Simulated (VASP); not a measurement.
Band structure of Co (hcp). Method: PBEsol GGA, VASP's PBE PAW potentials (set 64) (plane waves; VASP).

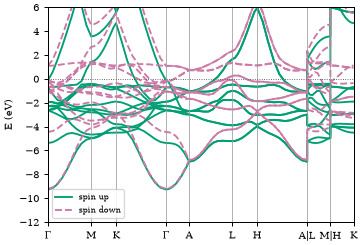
Figure: Bands along high-symmetry lines, zero at the valence-band maximum or, without a gap, the Fermi level

### Question
Read the plot: is there a gap, and where are the band edges?

### Answer
It has no gap at this level: it comes out as a metal or semimetal. (Edges off the drawn lines would not show.)

The compound is Co in the hcp structure. It was relaxed first, which changed the volume by -7 %.
